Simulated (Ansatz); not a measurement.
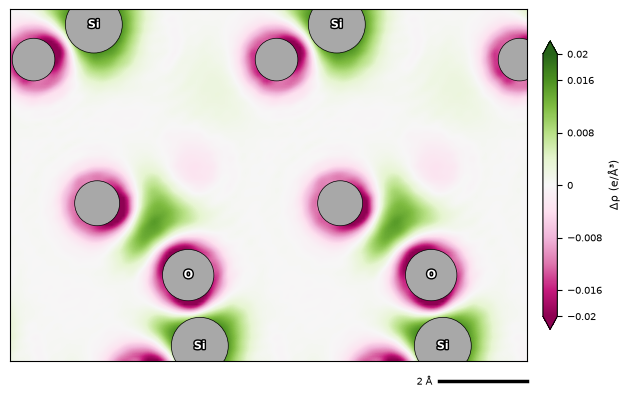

HfSi$_{2}$O$_{6}$. Difference of the valence pseudo-densities of two functionals at the same geometry, on the (011̄) plane of the calculation cell: one of PBE and r2SCAN less the other.

Space group C2; a structure generated by program, which may or may not match a known phase.

Both computed with Ansatz (plane waves, PAW), on the same k-point mesh. Grey discs cover the atomic cores.

```
CELL_PARAMETERS angstrom
4.95536 -2.50794 0.00000
4.95536 2.50794 0.00000
-0.17645 0.00000 5.88222
ATOMIC_POSITIONS crystal
Hf 0.45879 0.54121 0.00000
Si 0.51940 0.98656 0.65518
Si 0.01344 0.48060 0.34482
O 0.79160 0.42957 0.20228
O 0.30484 0.15509 0.43188
O 0.57043 0.20840 0.79772
O 0.12594 0.62858 0.18263
O 0.84491 0.69516 0.56812
O 0.37142 0.87406 0.81737
```

Q: Which was subtracted from which, and what does the map show?

A: It is PBE less r2SCAN. Against r2SCAN, PBE gives less density around O (−0.012 e/Å³ on average at 0.7 Å from the nucleus) and a change of −0.010 e/Å³ at the midpoint of Si–O.
